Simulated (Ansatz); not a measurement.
```
atom    x (Å)    y (Å)    z (Å)
   C   1.7637  -1.4467  -1.1316
   C   0.7803  -2.0973  -0.1715
   C   0.0053  -1.1051   0.6855
   C  -0.9490  -0.2213  -0.0994
   C  -1.7043   0.7806   0.7591
   S  -0.6879   2.0251   1.5850
   C  -0.1049   2.9625   0.1680
   H   1.2591  -0.8260  -1.8759
   H   2.4703  -0.8084  -0.5928
   H   2.3423  -2.1976  -1.6746
   H   0.0764  -2.7223  -0.7342
   H   1.3263  -2.7785   0.4893
   H   0.7073  -0.4706   1.2375
   H  -0.5685  -1.6532   1.4423
   H  -1.6871  -0.8497  -0.6141
   H  -0.4117   0.3136  -0.8884
   H  -2.2231   0.2680   1.5748
   H  -2.4669   1.2990   0.1704
   H  -0.9420   3.3377  -0.4249
   H   0.5625   2.3768  -0.4661
   H   0.4521   3.8134   0.5616
```

Geometry: PBE0-D4/def2-TZVP.

Method: RKS PBE0-D4/def2-TZVPP (Ansatz).

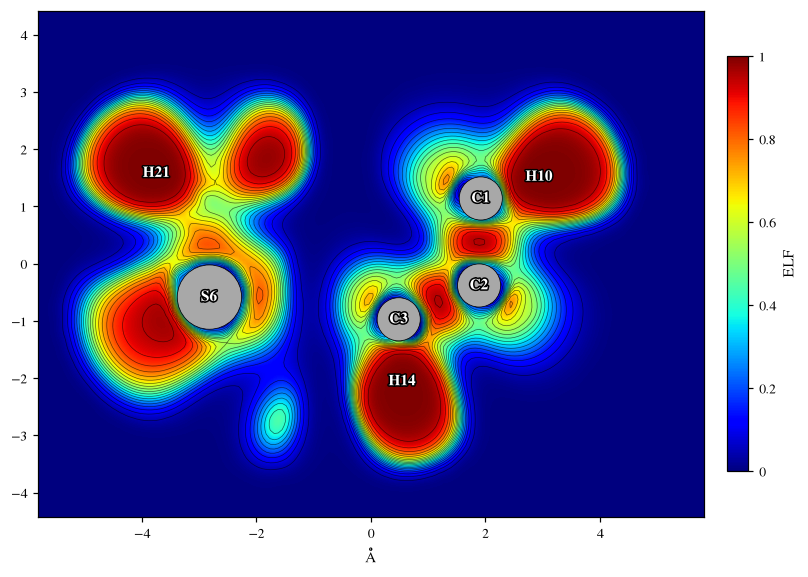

C6H14S (SMILES CCCCCSC). Electron localisation function on the plane of atoms C1, C2 and C3. Grey discs cover the atomic cores.

> What does the map show?

The plane passes through C, S and H nuclei. C–C (1.52 Å): the ELF peaks at about 0.95 between the atoms; localised, covalent bonding. C–H (1.09 Å): the ELF climbs to about 1 towards the hydrogen, as it does in any bond to H: a covalent bond by its length. The ELF also peaks beside S6, away from the bonds: lone-pair regions.
